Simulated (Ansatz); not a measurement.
## Run report: Si2NH5OF2, geometry relaxation (part 1 of 2)

System: Si2NH5OF2.
Method: RKS PBE0-D4/6-31G (Ansatz 0.2.0).

It belongs to a series of runs on one base structure; here: start relaxed.

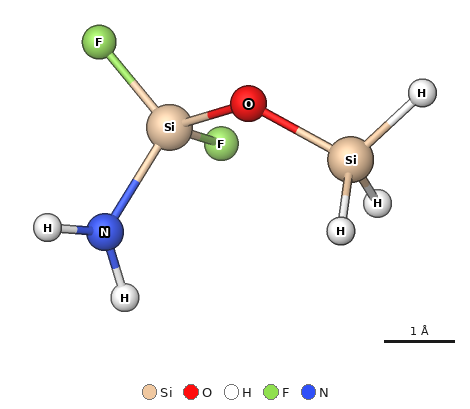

The input geometry (ball-and-stick view, seen at a tilt). Bond lengths as drawn: F–Si 1.59 Å, H–N 1.06 Å, H–Si 1.46 Å, N–Si 1.82 Å and O–Si 1.68 Å.

### Results in brief

```json
{"quantity": "outcome", "value": "converged"}
{"quantity": "total energy", "value": "−24792.1560 eV"}
{"quantity": "mean-field energy", "value": "−24791.9442 eV"}
{"quantity": "largest force (length of the vector) at the end", "value": "0.006 eV/Å"}
{"quantity": "hardware", "value": "1 thread of Arm Neoverse V2, 24 GiB of memory available, shared host"}
{"quantity": "wall time", "value": "88 s"}
{"quantity": "peak memory", "value": "0.17 GiB"}
```

### Input
```yaml
crystal:
  periodic: [false, false, false]
  atoms:
    - { symbol: Si, position_ang: [0.0, 0.0, 0.0] }
    - { symbol: O, position_ang: [0.0, 0.0, 1.68] }
    - { symbol: Si, position_ang: [-1.3147, -0.4067, 2.6436] }
    - { symbol: H, position_ang: [-2.239, -1.2403, 1.8804] }
    - { symbol: H, position_ang: [-0.8506, -1.1432, 3.8157] }
    - { symbol: H, position_ang: [-1.9987, 0.8095, 3.0733] }
    - { symbol: F, position_ang: [1.4994, 0.0, -0.5295] }
    - { symbol: "N", position_ang: [-0.8572, 1.4851, -0.6061] }
    - { symbol: H, position_ang: [-1.8773, 1.43, -0.8888] }
    - { symbol: H, position_ang: [-0.3367, 2.4058, -0.6766] }
    - { symbol: F, position_ang: [-0.7489, -1.2974, -0.5295] }
basis:
  gaussian: { orbitals: "6-31G" }
hamiltonian:
  xc: pbe0
  dispersion: d4
relax:
  f_tol: 0.02
  max_steps: 40
```

Launched with:
```bash
ansatz run input.yaml --threads 1 --pin off --max-ram 2048MiB --backend cpu --events-out ev --progress --plain --runs-dir out
```

### Log
```
The last accepted step is kept in [file] (removed where the run ends without a failure and the disk answers)
Engine: ansatz 0.2.0, aarch64-unknown-linux-gnu
Functional definition: PBE0
  parameter a = 0.25
  parameter kappa = 0.804
  parameter beta = 0.06672455060314922
  exchange = (1 - a)*pbe_x(kappa = kappa, mu = beta*pi^2/3) + a*exact_x
  correlation = pbe_c(beta = beta)
886 factors; integrals over basis functions are off by at most 1.7e-4 eV
mean field evaluation 1: about -24781.5515 eV, gradient 7.2e1 eV
mean field evaluation 2: about -24771.4031 eV, gradient 1.0e2 eV
mean field evaluation 4: about -24790.8770 eV, gradient 3.6e0 eV
mean field evaluation 8: about -24790.9654 eV, gradient 2.7e-1 eV
mean field evaluation 16: about -24790.9655 eV, gradient 8.0e-5 eV
mean field -24790.96549472 eV, -911.0511780111 hartree, gradient 8.0e-5 eV, S^2 0.000000; 0 other end points of the search recorded, 0 dependent functions left out
the calculation of the forces begins
reference -24790.96552672 eV, -911.0511791869 hartree; 33, 33 occupied and 39, 39 virtual orbitals, 886 factors
relax step   1: F+E_penalty+E_count = -24791.18620802 eV  Δ(F+E_penalty+E_count) = +0.000e0 eV  max|allowed force component| = 5.079e0 eV/Å  Δτ_max = 0.0000 Å  (26 SCF iters, accepted)
these checks for a lower state are left out or cut short: starts, cluster_reference, orbital_swaps, neighbouring_geometries, increment
886 factors; integrals over basis functions are off by at most 1.6e-4 eV
mean field -24791.53243145 eV, -911.0720125517 hartree, gradient 1.7e-5 eV, S^2 0.000000; 0 other end points of the search recorded, 0 dependent functions left out
[... from here on the field's lines of each further geometry are left out, up to the last ...]
relax step   2: F+E_penalty+E_count = -24791.75278916 eV  Δ(F+E_penalty+E_count) = -5.666e-1 eV  max|allowed force component| = 2.581e0 eV/Å  Δτ_max = 0.1519 Å  (29 SCF iters, accepted)
relax step   3: F+E_penalty+E_count = -24791.94572209 eV  Δ(F+E_penalty+E_count) = -1.929e-1 eV  max|allowed force component| = 5.415e-1 eV/Å  Δτ_max = 0.1832 Å  (29 SCF iters, accepted)
relax step   4: F+E_penalty+E_count = -24792.00676997 eV  Δ(F+E_penalty+E_count) = -6.105e-2 eV  max|allowed force component| = 2.941e-1 eV/Å  Δτ_max = 0.2000 Å  (28 SCF iters, accepted)
relax step   5: F+E_penalty+E_count = -24792.03679823 eV  Δ(F+E_penalty+E_count) = -3.003e-2 eV  max|allowed force component| = 5.201e-1 eV/Å  Δτ_max = 0.1906 Å  (30 SCF iters, accepted)
relax step   6: F+E_penalty+E_count = -24792.04089976 eV  Δ(F+E_penalty+E_count) = -4.102e-3 eV  max|allowed force component| = 5.766e-1 eV/Å  Δτ_max = 0.1247 Å  (28 SCF iters, accepted)
relax step   7: F+E_penalty+E_count = -24792.08440027 eV  Δ(F+E_penalty+E_count) = -4.350e-2 eV  max|allowed force component| = 2.988e-1 eV/Å  Δτ_max = 0.2000 Å  (29 SCF iters, accepted)
relax step   8: F+E_penalty+E_count = -24792.10620368 eV  Δ(F+E_penalty+E_count) = -2.180e-2 eV  max|allowed force component| = 1.690e-1 eV/Å  Δτ_max = 0.2000 Å  (27 SCF iters, accepted)
relax step   9: F+E_penalty+E_count = -24792.09893812 eV  Δ(F+E_penalty+E_count) = +7.266e-3 eV  max|allowed force component| = 1.013e0 eV/Å  Δτ_max = 0.1954 Å  (30 SCF iters, rejected (line search))
relax step  10: F+E_penalty+E_count = -24792.11621514 eV  Δ(F+E_penalty+E_count) = -1.001e-2 eV  max|allowed force component| = 1.321e-1 eV/Å  Δτ_max = 0.0977 Å  (29 SCF iters, accepted)
relax step  11: F+E_penalty+E_count = -24792.12335640 eV  Δ(F+E_penalty+E_count) = -7.141e-3 eV  max|allowed force component| = 2.875e-1 eV/Å  Δτ_max = 0.0975 Å  (29 SCF iters, accepted)
relax step  12: F+E_penalty+E_count = -24792.13640803 eV  Δ(F+E_penalty+E_count) = -1.305e-2 eV  max|allowed force component| = 1.356e-1 eV/Å  Δτ_max = 0.1500 Å  (29 SCF iters, accepted)
relax step  13: F+E_penalty+E_count = -24792.13790679 eV  Δ(F+E_penalty+E_count) = -1.499e-3 eV  max|allowed force component| = 4.338e-1 eV/Å  Δτ_max = 0.1764 Å  (28 SCF iters, accepted)
relax step  14: F+E_penalty+E_count = -24792.15252702 eV  Δ(F+E_penalty+E_count) = -1.462e-2 eV  max|allowed force component| = 8.763e-2 eV/Å  Δτ_max = 0.1999 Å  (27 SCF iters, accepted)
relax step  15: F+E_penalty+E_count = -24792.15520521 eV  Δ(F+E_penalty+E_count) = -2.678e-3 eV  max|allowed force component| = 8.565e-2 eV/Å  Δτ_max = 0.0676 Å  (30 SCF iters, accepted)
relax step  16: F+E_penalty+E_count = -24792.15582216 eV  Δ(F+E_penalty+E_count) = -6.169e-4 eV  max|allowed force component| = 2.228e-2 eV/Å  Δτ_max = 0.0325 Å  (30 SCF iters, accepted)
relax step  17: F+E_penalty+E_count = -24792.15589417 eV  Δ(F+E_penalty+E_count) = -7.201e-5 eV  max|allowed force component| = 5.599e-2 eV/Å  Δτ_max = 0.0280 Å  (31 SCF iters, accepted)
relax step  18: F+E_penalty+E_count = -24792.15582939 eV  Δ(F+E_penalty+E_count) = +6.478e-5 eV  max|allowed force component| = 7.983e-2 eV/Å  Δτ_max = 0.0182 Å  (30 SCF iters, rejected (line search))
the calculation of the forces begins
reference -24791.94422913 eV, -911.0871458372 hartree; 33, 33 occupied and 39, 39 virtual orbitals, 886 factors
relax step  19: F+E_penalty+E_count = -24792.15598181 eV  Δ(F+E_penalty+E_count) = -8.764e-5 eV  max|allowed force component| = 5.429e-3 eV/Å  Δτ_max = 0.0058 Å  (23 SCF iters, accepted)
```

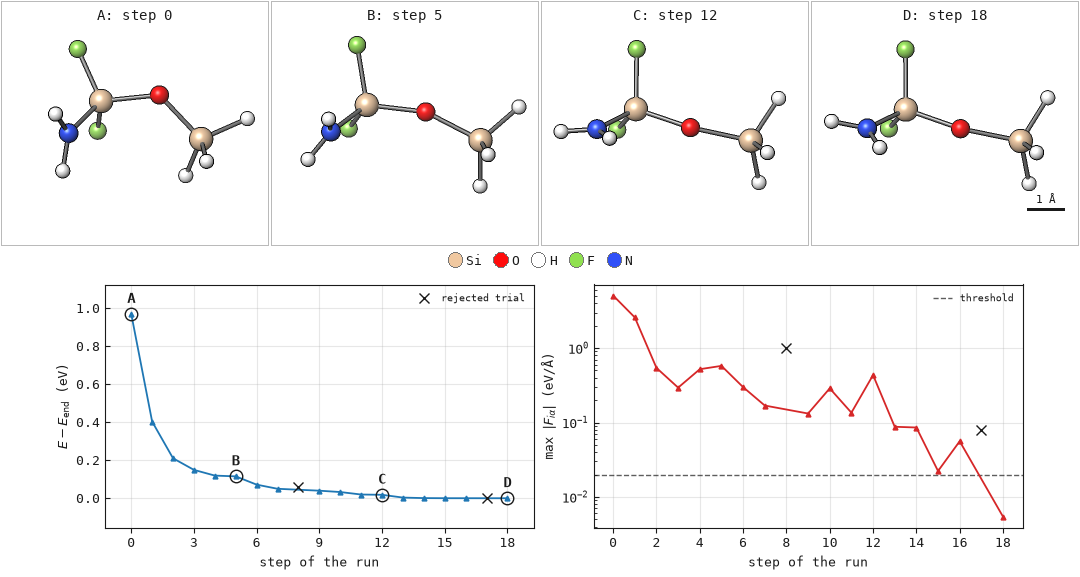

Frames of the relaxation (ball-and-stick view, seen at a tilt) above the curves, on which the letters mark them (the first geometry is step 0 here and step 1 in the log).

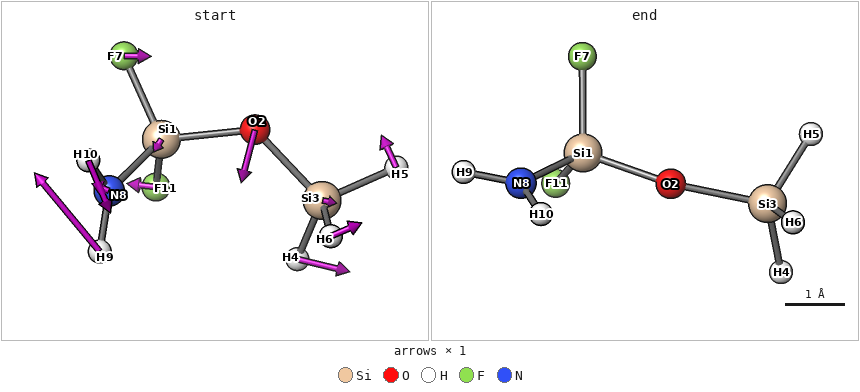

Before (left) and after (right) the relaxation, at one scale (ball-and-stick view, seen at a tilt). The pink arrows give the displacements, at true length. The energy falls by 0.970 eV in 18 geometry steps. The largest force component goes from 5.1 to 0.0054 eV/Å. The line search rejected the trial steps at points 8, 17 (counted from 0) and went back. The atom that moves furthest after the best rigid fit is H9 (1.78 Å). Largest moves by element: H 1.78 Å, O 0.96 Å, F 0.54 Å, N 0.34 Å, Si 0.28 Å. Distances before and after: Si1–N8 1.819 → 1.712 Å, Si1–F11 1.589 → 1.674 Å, N8–H10 1.060 → 1.006 Å, Si3–H4 1.460 → 1.500 Å. Among the angles that change: Si1–O2–Si3 125.0° → 163.9°, F7–Si1–F11 109.5° → 101.5°, H9–N8–H10 120.0° → 115.5°. (Atoms are counted from 1 in the order of the input.)

```
886 factors; integrals over basis functions are off by at most 1.6e-4 eV
mean field -24791.94419702 eV, -911.0871446572 hartree, gradient 2.1e-5 eV, S^2 0.000000; 1 other end points of the search recorded, 0 dependent functions left out
the calculation of the forces begins
reference -24791.94422913 eV, -911.0871458372 hartree; 33, 33 occupied and 39, 39 virtual orbitals, 886 factors
Total energy: -24792.15601392 eV, -911.0949287845 hartree
Atom 0 at    -0.243152     0.067179    -0.156104 Å, force    -0.002961     0.001275     0.002420 eV/Å
Atom 1 at    -0.897711     0.025631     1.347800 Å, force     0.002565     0.000134    -0.005429 eV/Å
Atom 2 at    -1.364503    -0.445559     2.913527 Å, force    -0.000677     0.000613    -0.000268 eV/Å
Atom 3 at    -2.534050    -1.380093     2.813468 Å, force     0.000914    -0.000275     0.000550 eV/Å
Atom 4 at    -0.215893    -1.124926     3.599923 Å, force    -0.000578    -0.000174    -0.000080 eV/Å
Atom 5 at    -1.756113     0.793840     3.661723 Å, force     0.000384    -0.000168     0.000390 eV/Å
Atom 6 at     1.419385    -0.115834    -0.083433 Å, force     0.000364    -0.000271     0.001000 eV/Å
Atom 7 at    -0.710685     1.527119    -0.917184 Å, force    -0.000653     0.003637    -0.000642 eV/Å
Atom 8 at    -0.442604     1.788138    -1.850318 Å, force     0.001354    -0.002275     0.000483 eV/Å
Atom 9 at    -1.287846     2.192065    -0.430605 Å, force    -0.000558    -0.001163     0.001440 eV/Å
Atom 10 at    -0.690527    -1.284761    -1.036299 Å, force    -0.000154    -0.001334     0.000136 eV/Å
Dipole moment:    -0.427338     0.517545     0.299710 e Å
```

### Trajectory as extended XYZ (Å, eV, eV/Å), 19 frames, from step=1 to step=19
```
11
Properties=species:S:1:pos:R:3:forces:R:3 step=1 energy=-24791.18621
Si    0.0000    0.0000    0.0000   -1.9721   5.0791   1.2089
O     0.0000    0.0000    1.6800    0.9557  -0.2193  -1.3417
Si   -1.3147   -0.4067    2.6436   -0.5877  -0.1078   1.2301
H    -2.2390   -1.2403    1.8804   -0.5584  -0.4613  -0.4458
H    -0.8506   -1.1432    3.8157    0.2815  -0.3676   0.5577
H    -1.9987    0.8095    3.0733   -0.3855   0.6683   0.2246
F     1.4994    0.0000   -0.5295    2.7473  -0.0745  -0.8724
N    -0.8572    1.4851   -0.6061    0.1616  -0.6033  -0.0022
H    -1.8773    1.4300   -0.8888    2.1667   0.4489   0.4362
H    -0.3367    2.4058   -0.6766   -1.3622  -1.8083   0.0550
F    -0.7489   -1.2974   -0.5295   -1.4469  -2.5541  -1.0503
11
Properties=species:S:1:pos:R:3:forces:R:3 step=2 energy=-24791.75279
Si   -0.0128    0.0468   -0.0263   -1.1387   2.5812   0.9737
O    -0.0347   -0.0502    1.6560    0.2191  -0.1439  -0.9130
Si   -1.3281   -0.4233    2.7121   -0.2725  -0.1046   0.5232
H    -2.3158   -1.2578    1.9670   -0.1686  -0.1228  -0.0762
H    -0.8105   -1.1782    3.8844    0.1260  -0.0584   0.1085
H    -1.9970    0.8309    3.1582   -0.0505   0.1999   0.0736
F     1.5328    0.0553   -0.5217    1.4775  -0.0345  -0.3611
N    -0.8416    1.4780   -0.6426    0.2109  -0.7628   0.1185
H    -1.7923    1.4295   -1.0147    0.7269   0.1681   0.1894
H    -0.3709    2.3791   -0.6785   -0.4008  -0.3971  -0.0314
F    -0.7528   -1.2674   -0.6315   -0.7293  -1.3251  -0.6050
11
Properties=species:S:1:pos:R:3:forces:R:3 step=3 energy=-24791.94572
Si   -0.0357    0.0919   -0.0573    0.2558  -0.3233   0.5415
O    -0.1211   -0.1124    1.6083   -0.3760  -0.0779  -0.3891
Si   -1.3648   -0.4517    2.7726    0.2211   0.0418  -0.0054
H    -2.4334   -1.2868    2.1044    0.0810   0.0826   0.1166
H    -0.7365   -1.1857    3.9229   -0.0381   0.0259  -0.1163
H    -1.9536    0.8487    3.2591    0.0292  -0.0894  -0.0603
F     1.5870    0.1208   -0.4509   -0.0691   0.0009   0.0522
N    -0.8199    1.4691   -0.6936   -0.0105   0.1046  -0.0233
H    -1.7233    1.4227   -1.1261   -0.1279   0.0090  -0.1304
H    -0.3886    2.3746   -0.6956    0.0094   0.1847  -0.0143
F    -0.7339   -1.2484   -0.7812    0.0251   0.0411   0.0288
11
Properties=species:S:1:pos:R:3:forces:R:3 step=4 energy=-24792.00677
Si   -0.0596    0.1002   -0.0727    0.1953  -0.1974  -0.0091
O    -0.2466   -0.1540    1.5469   -0.2941   0.0681   0.2422
Si   -1.3680   -0.4651    2.8110    0.0748  -0.0316  -0.0199
H    -2.5035   -1.2892    2.2589    0.0513   0.0376   0.0610
H    -0.6505   -1.2110    3.8952   -0.0187   0.0346  -0.0346
H    -1.9082    0.8409    3.3297    0.0507  -0.0445  -0.0176
F     1.5872    0.1327   -0.3425   -0.0132   0.0234  -0.0351
N    -0.8077    1.4862   -0.7503   -0.1155   0.0759  -0.0556
H    -1.6435    1.4315   -1.3094    0.0395  -0.0541  -0.0167
H    -0.4271    2.4127   -0.6621    0.0394   0.0343   0.0245
F    -0.6962   -1.2420   -0.8422   -0.0095   0.0538  -0.1391
```
